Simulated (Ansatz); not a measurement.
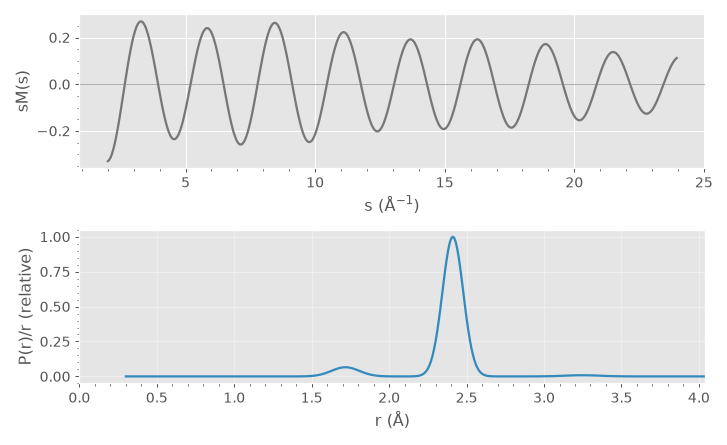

Simulated gas electron diffraction: reduced molecular intensity sM(s) from the Debye equation in the first Born approximation (top) and the radial distribution curve (bottom) of HSTe (charge -1, ignored in the scattering factors). Each pair of atoms contributes with weight ZᵢZⱼ/r; damping constant 0.001 Å²; vibrational amplitudes assumed, not computed: 0.05 Å for bonds, 0.078 Å for bonds to H, 0.06 + 0.015 r up to 0.15 Å for other pairs. The geometry is the end point of an optimisation (RKS PBE-D4/def2-SVPD (Ansatz)); it may be a saddle point or a higher isomer.

Assign the first 2 clear peaks of the radial distribution curve (– bonded, ··· not bonded).

Answer. Peak 1, 1.72 Å: Te–H 1.72 Å
Peak 2, 2.41 Å: Te–S 2.41 Å
